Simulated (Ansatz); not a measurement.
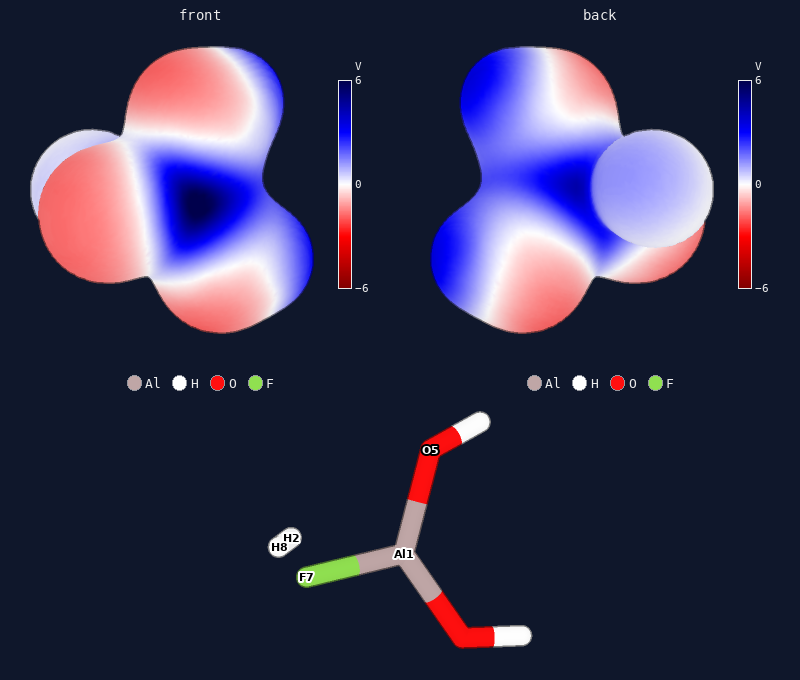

Figure 1: AlFH2O2···H2. The electrostatic potential painted on the density surface at 0.004 e/bohr³, seen from the front and from behind; the colour scale runs from red (negative) to blue (positive). The bare structure is drawn below in the same view.

Not at a stationary point (largest force 1.8 eV/Å).

Theory: RKS PBE0/def2-SVP (Ansatz).

Input

```
crystal:
  periodic: [false, false, false]
  atoms:
    - { symbol: Al, position_ang: [0.0, 0.0, 0.0] }
    - { symbol: H, position_ang: [0.0, 0.0, 1.91] }
    - { symbol: O, position_ang: [1.5415, 0.0, -0.89] }
    - { symbol: H, position_ang: [1.8414, -0.9519, -1.0449] }
    - { symbol: O, position_ang: [-1.5415, 0.0, -0.89] }
    - { symbol: H, position_ang: [-2.0512, -0.8467, -0.6815] }
    - { symbol: F, position_ang: [0.0892, 1.8864, 0.6275] }
    - { symbol: H, position_ang: [0.0478, 1.0118, 1.7645] }
basis:
  gaussian: { orbitals: def2-SVP }
hamiltonian:
  xc: pbe0
relax:
  f_tol: 0.15
  max_steps: 25
  restrain:
    - { distance: [0, 6], at: 1.69, k: 30.0 }
    - { distance: [7, 1], at: 0.66, k: 30.0 }
    - { distance: [0, 1], at: 2.76, k: 30.0 }
    - { distance: [7, 6], at: 2.12, k: 30.0 }
output:
  orbitals: {}
```

Run with:

```sh
ansatz run input.yaml --threads 1 --pin off --max-ram 2048MiB --backend cpu --events-out ev --progress --plain --runs-dir out
```

The fields are those of the run's last geometry, not of the input's.

> Where is the surface potential most negative and most positive?

The most negative region (about −1.8 V, or −42 kcal/mol for a unit charge) lies over O3 and O5, the most positive (about +5.7 V, or +131 kcal/mol for a unit charge) over Al1.
